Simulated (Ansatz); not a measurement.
# Debugging a many-body input for LaInO3 (Pnma)

What is wrong with this input for LaInO3 (Pnma)?

Method: G0W0 on r2SCAN, plane waves, PAW, in Ansatz 0.2.0.

## 1. Starting point

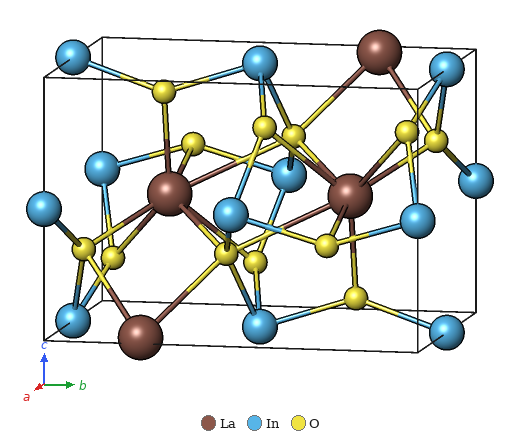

Start, viewed slightly off an axis; lanthanum brown, indium blue, oxygen yellow. Some periodic images of atoms are drawn too.

Geometry: measured cell, ions relaxed with r2SCAN. The runs that relaxed it are not among those shown. Spin-orbit coupling is left out unless a step names it. The default PAW set here is soft_2. Its files were made with PBE.

## 2. First try

The input, input.yaml:

```yaml
crystal:
  lattice:
    - [5.9404, 0.0, 0.0]
    - [0.0, 8.2158, 0.0]
    - [0.0, 0.0, 5.7229]
  atoms:
    - { symbol: La, position: [0.9463878551, 0.25, 0.0153056088] }
    - { symbol: La, position: [0.5536121449, 0.75, 0.5153056088] }
    - { symbol: La, position: [0.4463878551, 0.25, 0.4846943912] }
    - { symbol: La, position: [0.0536121449, 0.75, 0.9846943912] }
    - { symbol: In, position: [0.0, 0.0, 0.5] }
    - { symbol: In, position: [0.5, 0.0, 0.0] }
    - { symbol: In, position: [0.5, 0.5, 0.0] }
    - { symbol: In, position: [0.0, 0.5, 0.5] }
    - { symbol: O, position: [0.044381747, 0.25, 0.6126999622] }
    - { symbol: O, position: [0.455618253, 0.75, 0.1126999622] }
    - { symbol: O, position: [0.544381747, 0.25, 0.8873000378] }
    - { symbol: O, position: [0.955618253, 0.75, 0.3873000378] }
    - { symbol: O, position: [0.1980525852, 0.0593550044, 0.195575952] }
    - { symbol: O, position: [0.3019474148, 0.9406449956, 0.695575952] }
    - { symbol: O, position: [0.6980525852, 0.4406449956, 0.304424048] }
    - { symbol: O, position: [0.8019474148, 0.5593550044, 0.804424048] }
    - { symbol: O, position: [0.8019474148, 0.9406449956, 0.804424048] }
    - { symbol: O, position: [0.6980525852, 0.0593550044, 0.304424048] }
    - { symbol: O, position: [0.3019474148, 0.5593550044, 0.695575952] }
    - { symbol: O, position: [0.1980525852, 0.4406449956, 0.195575952] }
kpoints:
  mp_grid: { grid: [2, 2, 2] }
hamiltonian:
  xc: r2scan
scf:
  occupations: { method: fixed }
gw:
  n_empty_bands: 294
  ecut_chi: 2
  qp_bands: [v4, c4]
  qp_kpoints: band_edges
  screening: { model: contour_deformation }
```

The run is started by

```
$ ansatz run input.yaml --threads 8 --pin off --max-ram 55296MiB --backend cuda --events-out ev --progress --plain --runs-dir out --devices 1 --max-vram 24GiB
```

Numbers of over 12 decimals in the logs are rounded to 6 here.

What it wrote:

```text
GPUs: using 1 of 1 available (devices: 1).
Engine: ansatz 0.2.0, x86_64-unknown-linux-gnu
Pseudopotentials: kind: paw
Pseudopotential: La, paw, valence charge 11, recommended cutoff 500 eV (meta_gga), La.paw.azcp
Pseudopotential: In, paw, valence charge 13, recommended cutoff 500 eV (meta_gga), In.paw.azcp
Pseudopotential: O, paw, valence charge 6, recommended cutoff 500 eV (meta_gga), O.paw.azcp
Functional definition: r2SCAN
  parameter k0 = 0.174
  parameter k1 = 0.065
  parameter a1 = 4.9479
  exchange = r2scan_x(k0 = k0, k1 = k1, a1 = a1)
  correlation = r2scan_c
device memory: the entry about to start is reckoned to put 8.6 GiB on a device that reports 78.6 GiB free (of which the cap on the GPU budget leaves the run 24.0 GiB)
GPU FFT provider: cuFFT
GPU libraries: cuBLAS 13.8.2, cuFFT 12.4.0, cuSOLVER 12.3.4
Crystal: 20 atoms, lattice volume = 279.307 Å³
Basis set: ecut = 500 eV, 7101 PW (Γ), exchange–correlation on 180×240×180 points (64 copies of the dense FFT grid, shifted against one another)
Bands: 104, of which v1, the nominal top of the filled ones, is band 84 counted from 1 (83 counted from 0)
Symmetry: 8 space group operations
Space group: Pnma (ITA 62), of the structure as read, at distance tolerance 6.5e-5 Å
k-points: 8
Non-local potential: La, projectors of the file, l = 0: 3, l = 1: 2, l = 2: 2, l = 3: 3
Non-local potential: In, projectors of the file, l = 0: 2, l = 1: 2, l = 2: 2, l = 3: 2
Non-local potential: O, projectors of the file, l = 0: 2, l = 1: 2, l = 2: 1
PAW form: soft (Blöchl's): semilocal exchange-correlation on the pseudo side does not see the compensation charge
PAW frozen core: La, regenerated for the run's functional (the file was generated under x = pbe(κ = 0.804, μ = 0.219515), c = pbe(β = 0.066725))
PAW frozen core: In, regenerated for the run's functional (the file was generated under x = pbe(κ = 0.804, μ = 0.219515), c = pbe(β = 0.066725))
PAW frozen core: O, regenerated for the run's functional (the file was generated under x = pbe(κ = 0.804, μ = 0.219515), c = pbe(β = 0.066725))
PAW one-centre angular grid: La, 974 points (default); XC on 160 Gauss nodes
PAW one-centre angular grid: In, 590 points (default); XC on 289 of its mesh's 2783 points in the sphere
PAW one-centre angular grid: O, 302 points (default); XC on 160 Gauss nodes
Initial density: superposition of atomic densities (neutral atoms: chi_scale 0, normalization atom), corrected by the library's trained network
Initial wavefunctions: pseudopotential atomic-orbital guess
GPU buffer pool allocated for 121500 grid points (all kernels)
GPU transforms: local potential and band sums: pruned to the plane-wave sphere, on 45×60×45
Functional: x = r2scan, c = r2scan; τ floored in thin density (d = 2e-4 eV/Å³)
SCF iter   1: F=—  HF=-54353.308298 eV  |F-HF|=—  |Δ(HF+E_count)|=         —  Δρ=1.29e-2  dr2=5.35e-1  dr2_τ=7.56e-1  ethr=1.77e-3  ⟨swp⟩=4.8  Hψ=2949  notcnv=0  defer=127
preconditioner: auto → Resta (q_TF=auto, 2.507 Å⁻¹)  ε∞=4.7  [insulator: Δε(μ)=3.625 eV  Ē_g=14.650 eV  n_scr=74 (ndim 8)  ℏωp=28.1 eV  f_vac=0.000  ε∞_Penn≈4.7]
SCF iter   2: F=—  HF=-54353.710882 eV  |F-HF|=—  |Δ(HF+E_count)|=   4.03e-1  Δρ=6.14e-3  dr2=7.13e-2  dr2_τ=1.08e-2  ethr=3.18e-4  ⟨swp⟩=3.5  Hψ=1671  notcnv=0  defer=136
SCF iter   3: F=—  HF=-54353.699122 eV  |F-HF|=—  |Δ(HF+E_count)|=   1.18e-2  Δρ=1.87e-3  dr2=6.45e-3  dr2_τ=7.27e-4  ethr=4.24e-5  ⟨swp⟩=4.1  Hψ=1535  notcnv=0  defer=140
SCF iter   4: F=—  HF=-54353.698944 eV  |F-HF|=—  |Δ(HF+E_count)|=   1.78e-4  Δρ=5.36e-4  dr2=4.20e-4  dr2_τ=8.25e-5  ethr=3.84e-6  ⟨swp⟩=3.6  Hψ=1425  notcnv=0  defer=140
SCF iter   5: F=—  HF=-54353.699049 eV  |F-HF|=—  |Δ(HF+E_count)|=   1.05e-4  Δρ=2.50e-4  dr2=1.43e-4  dr2_τ=2.37e-5  ethr=2.50e-7  ⟨swp⟩=2.0  Hψ=1424  notcnv=0  defer=140
[...]
k-point 2: bands = [... 80 lower, 9.3953, 9.3953, 9.7064, 9.7064, 14.2441, 14.2441, 15.2003, 15.2003, ... 16 higher]
  k-point 7: bands = [... 80 lower, 9.5253, 9.5253, 9.5253, 9.5253, 15.2342, 15.2342, 15.2342, 15.2342, ... 16 higher]
--- G₀W₀: contour deformation, 5 samples at zero and on the imaginary axis and 1 off it, 8 q-points, 294 empty bands' worth ---
  eigenvalues of the whole cell's RPA ε∞ on this k-mesh (on a slab, of 1 + 4πα/V) = 4.3724, 4.4919, 4.5908; static W/v taken at q = 0 is 0.221867
  bands read: the sum over 378 bands ends inside a degenerate multiplet in 2 slots, whose members it reads at an even weight; the widest, k=6: bands 377 to 380 (counted from 1) at 2/4 each
  gw.qp_kpoints: band_edges: 8 of 8 stored k-points solved, in 1 pass; an edge of the gap read off the rows below is read off those points alone
  `?` marks the rows in doubt; gw_qp.tsv's column doubts and the gw_qp event give each row's grounds
    ik  band        ε_KS         Σx   Σc(E_QP)       V_xc       Z   E_QP_lin       E_QP  E_QP is
     0    81      9.3845   -25.6926     2.4929   -20.9313  0.8999     7.0720     7.1163  root
     0    82      9.4967   -26.9610     2.3934   -22.6618  0.9021     7.5626     7.5908  root
     0    83      9.6456   -27.2515     2.4441   -22.8996  0.9011     7.7085     7.7378  root
     0    84      9.7909   -27.4927     2.4328   -23.1412  0.9016     7.8430     7.8723  root
     0    85     13.3452   -12.5156    -2.1757   -16.7414  0.9063    15.4243    15.3953  root
     0    86     15.1298   -16.6832    -3.8859   -27.2768  0.8970    22.5000    21.8375  root ?
     0    87     15.1823   -18.8595    -4.1613   -31.2309  0.8955    24.0830    23.3924  root ?
     0    88     15.2363   -18.7040    -4.1174   -30.7772  0.8959    23.8875    23.1920  root ?
     1    81      9.3878   -25.7647     2.5383   -20.9682  0.8994     7.0848     7.1296  root
     1    82      9.3878   -25.7647     2.5383   -20.9682  0.8994     7.0848     7.1296  root
     1    83      9.4567   -26.2490     2.5035   -21.5895  0.9000     7.2609     7.3008  root
     1    84      9.4567   -26.2490     2.5035   -21.5895  0.9000     7.2609     7.3008  root
     1    85     14.8950   -14.1274    -2.8862   -21.4003  0.9014    19.4765    19.2817  root ?
     1    86     14.8950   -14.1274    -2.8862   -21.4003  0.9014    19.4765    19.2817  root ?
     1    87     15.1966   -18.6395    -4.1330   -30.7935  0.8957    23.9107    23.2175  root ?
     1    88     15.1966   -18.6395    -4.1330   -30.7935  0.8957    23.9107    23.2175  root ?
     2    81      9.3953   -26.1304     2.5270   -21.3779  0.8996     7.1266     7.1698  root
     2    82      9.3953   -26.1304     2.5270   -21.3779  0.8996     7.1266     7.1698  root
     2    83      9.7064   -27.3509     2.4392   -23.0002  0.9013     7.7656     7.7949  root
     2    84      9.7064   -27.3509     2.4392   -23.0002  0.9013     7.7656     7.7949  root
     2    85     14.2441   -12.5926    -2.3736   -17.4712  0.9041    16.8020    16.7491  root
[...]
2    87     15.2003   -18.7679    -4.1326   -30.9427  0.8956    23.9322    23.2426  root ?
     2    88     15.2003   -18.7679    -4.1326   -30.9427  0.8956    23.9322    23.2426  root ?
[...]
3    85     15.1125   -15.5266    -3.4168   -24.7111  0.8992    21.3119    20.8802  root ?
     3    86     15.1125   -15.5266    -3.4168   -24.7111  0.8992    21.3119    20.8802  root ?
     3    87     15.1894   -16.9402    -3.9194   -27.7353  0.8971    22.7410    22.0651  root ?
     3    88     15.1894   -16.9402    -3.9194   -27.7353  0.8971    22.7410    22.0651  root ?
[...]
4    85     14.8489   -13.9117    -2.8401   -20.9952  0.9016    19.2726    19.0923  root ?
[...]
6    84      9.3825   -25.9006     2.5139   -21.1795  0.8997     7.1333     7.1755  root
[...]
6    88     15.1424   -16.0675    -3.5727   -25.7122  0.8983    21.7217    21.2145  root ?
     7    81      9.5253   -26.4278     2.4975   -21.7868  0.9004     7.3430     7.3818  root
     7    82      9.5253   -26.4278     2.4975   -21.7868  0.9004     7.3430     7.3818  root
     7    83      9.5253   -26.4278     2.4975   -21.7868  0.9004     7.3430     7.3818  root
     7    84      9.5253   -26.4278     2.4975   -21.7868  0.9004     7.3430     7.3818  root
     7    85     15.2342   -18.9714    -4.3915   -31.2932  0.8954    24.0900    23.1645  root ?
     7    86     15.2342   -18.9714    -4.3915   -31.2932  0.8954    24.0900    23.1645  root ?
     7    87     15.2342   -18.9714    -4.3915   -31.2932  0.8954    24.0900    23.1645  root ?
     7    88     15.2342   -18.9714    -4.3915   -31.2932  0.8954    24.0900    23.1645  root ?
[key lines of the parts left out:]
SCF converged after 8 iterations
Free energy (F): -54353.699034 eV
Fermi energy:    9.790933 eV
```

Run time: 11 s. Hardware: 1 × NVIDIA H100 80GB HBM3 with 8 threads of AMD EPYC 7R13 (Zen 3), shared host; peak memory 2.5 GiB; 36 s of CPU time.

In the SCF lines HF is the Harris–Foulkes energy and dr2 the Hartree energy of the density residual, in eV; the loop may stop once dr2 is under the threshold and the program's other checks hold. Hψ counts applications of the Hamiltonian.

**What went wrong?**

The run ended normally, though the input holds a fault or crude settings.

The fault: screening cutoff of a few eV. Such a cutoff keeps only a few plane waves in the dielectric matrix, so local fields and the Coulomb hole are lost.

It printed a gap of 7.52 eV, which is an artefact of the settings.

## 3. A better input

Now the one-shot GW correction: screening in the RPA, then the self-energy of the levels asked for.

Edit input.yaml of step 2 so:

```diff
@@ -33,4 +33,4 @@
 gw:
-  n_empty_bands: 294
-  ecut_chi: 2
+  n_empty_bands: 436
+  ecut_chi: 78
   qp_bands: [v4, c4]
```

What it wrote:

```text
GPUs: using 1 of 1 available (devices: 1).
[...]
GPU FFT provider: cuFFT
GPU libraries: cuBLAS 13.8.2, cuFFT 12.4.0, cuSOLVER 12.3.4
Crystal: 20 atoms, lattice volume = 279.307 Å³
Basis set: ecut = 500 eV, 7101 PW (Γ), exchange–correlation on 180×240×180 points (64 copies of the dense FFT grid, shifted against one another)
Bands: 104, of which v1, the nominal top of the filled ones, is band 84 counted from 1 (83 counted from 0)
Symmetry: 8 space group operations
[...]
k-points: 8
[...]
GPU buffer pool allocated for 121500 grid points (all kernels)
[...]
SCF iter   1: F=—  HF=-54353.308298 eV  |F-HF|=—  |Δ(HF+E_count)|=         —  Δρ=1.29e-2  dr2=5.35e-1  dr2_τ=7.56e-1  ethr=1.77e-3  ⟨swp⟩=4.8  Hψ=2949  notcnv=0  defer=127
[...]
1    88     15.1966   -18.6395    -8.3627   -30.7935  0.7569    19.4105    18.9878  root ?
[...]
2    87     15.2003   -18.7679    -8.3723   -30.9427  0.7565    19.4285    19.0029  root ?
     2    88     15.2003   -18.7679    -8.3723   -30.9427  0.7565    19.4285    19.0029  root ?
[...]
3    85     15.1125   -15.5266    -6.3927   -24.7111  0.7854    18.0572    17.9043  root ?
[...]
7    81      9.5253   -26.4278     4.5492   -21.7868  0.7711     9.4334     9.4336  root
     7    82      9.5253   -26.4278     4.5492   -21.7868  0.7711     9.4334     9.4336  root
     7    83      9.5253   -26.4278     4.5492   -21.7868  0.7711     9.4334     9.4336  root
     7    84      9.5253   -26.4278     4.5492   -21.7868  0.7711     9.4334     9.4336  root
     7    85     15.2342   -18.9714    -8.4784   -31.2932  0.7551    19.5193    19.0775  root ?
     7    86     15.2342   -18.9714    -8.4784   -31.2932  0.7551    19.5193    19.0775  root ?
     7    87     15.2342   -18.9714    -8.4784   -31.2932  0.7551    19.5193    19.0775  root ?
     7    88     15.2342   -18.9714    -8.4784   -31.2932  0.7551    19.5193    19.0775  root ?
[key lines of the parts left out:]
SCF converged after 8 iterations
Free energy (F): -54353.699034 eV
Fermi energy:    9.790933 eV
```

The job ended after 9.2 s (1 × NVIDIA H100 80GB HBM3 with 8 threads; peak memory 2.8 GiB).

Numbers from this step:

| Quantity | Value |
| --- | --- |
| bands summed | 520 |
| RPA ε∞ on this mesh (eigenvalues) | 4.153, 4.275, 4.377 |
| plane waves in the screening matrix | 431 |
| q-points in the mesh | 8 |
| G0W0 gap on the mesh | 4.442 eV |
| k of the valence top | 0, 0, 0 |
| k of the conduction bottom | 0, 0, 0 |
| starting gap on the mesh | 3.554 eV |
| Z at the valence top | 0.7779 |
| Z at the conduction bottom | 0.8282 |
| least direct G0W0 gap on the computed points | 4.442 eV |

The gap on the mesh goes from 3.55 eV to 4.44 eV, a correction of +0.89 eV. Between the two edge states, bare exchange in place of the xc potential would open the gap by 8.58 eV, and correlation takes back 7.69 eV.

## 4. Results

```json
{
 "first try": "converged after 11 s",
 "better run": "G0W0 gap on the mesh 4.44 eV (2×2×2 mesh, 436 empty bands, screening to 78 eV)"
}
```

**Reading.** The second run differs in: empty bands and screening cutoff (eV). Bands and cutoff are finite, so the gap is not at the basis limit. The miss can reach some tenths of an eV and take either sign; the mesh is an error of its own. The 2×2×2 mesh is coarse for this cell (its supercell is 11 Å along the shortest edge). The RPA ε∞ on it, from the r2SCAN start, is 4.15, 4.27 and 4.38; such meshes misread the long-range screening, most where the gap is narrow. Empty 4f levels lie among the conduction bands. Their place in the start is unsure; it enters the screening, and the edge itself where they lie low. The many-body steps are scalar-relativistic: spin-orbit coupling is not in them.

[Paths, hosts, dates, memory and timing lines, banners, echoed tables and standing remarks are left out of the program output.]

[Logs are printed without paths, hosts, clocks, repeated set-up lines and the standing remarks that a program may print on its own settings, such as how far it seeks lower states.]

[Runs of the session that timed out or met a known fault of the program may be left out.]

[Cells called generated may have been cut or substituted from an entry of the Crystallography Open Database or the Materials Project.]

[Hosts, paths, dates, database ids (printed as entryN), source tags and the programs' standing remarks are cut or masked in the printed files.]
